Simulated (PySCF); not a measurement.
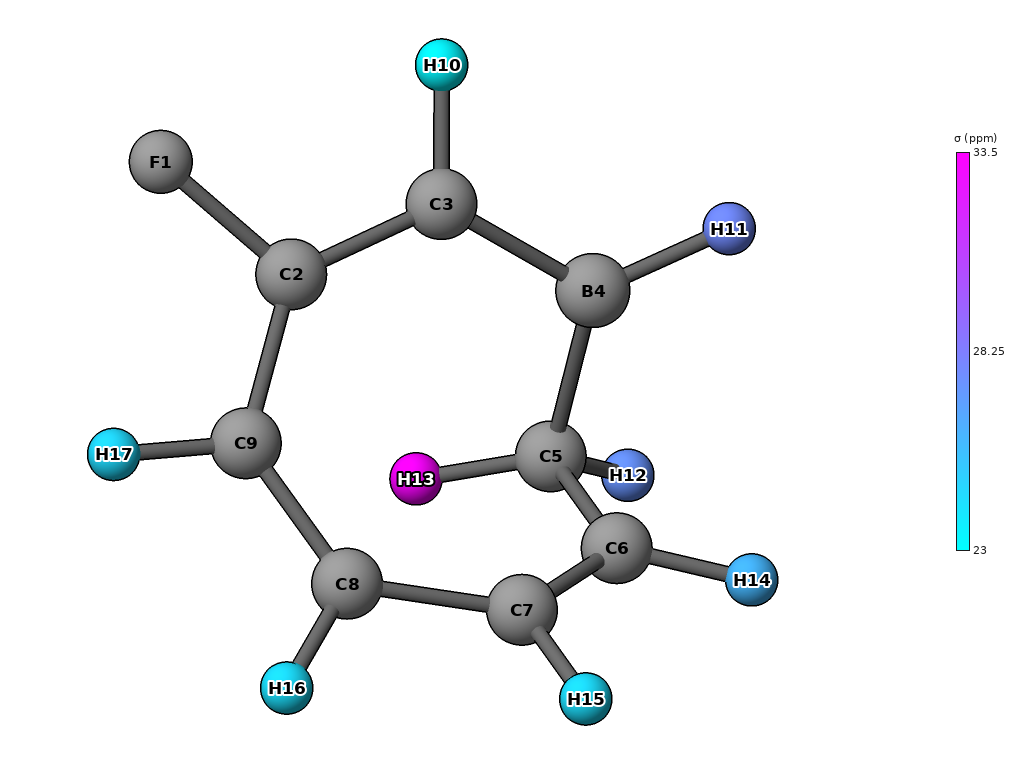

Atoms are coloured by their isotropic NMR shieldings (H only, the others grey). Computed geometry: GFN2-xTB optimisation. No frequency run is at hand to confirm it as a minimum. Level of theory: GIAO PBE0/pcSseg-1 NMR shielding, non-relativistic, gas phase (PySCF 2.14.0).

Q: Which H atom is the most shielded (lowest chemical shift)?

A: H13 (33.29 ppm).

Q: Which H atom is the least shielded (highest chemical shift)?

A: H10 (23.35 ppm).

Q: How wide is the range of H shifts?

A: 9.94 ppm.

List the isotropic NMR shieldings of the H atoms.

| atom | σ (ppm) |
| --- | --- |
| H10 | 23.35 |
| H11 | 27.75 |
| H12 | 27.39 |
| H13 | 33.29 |
| H14 | 25.92 |
| H15 | 24.30 |
| H16 | 24.23 |
| H17 | 24.47 |

The geometry is semi-empirical. Around B such bond lengths and angles can be off by a tenth of an ångström or more and by several degrees, and values that hang on the shape move with them.
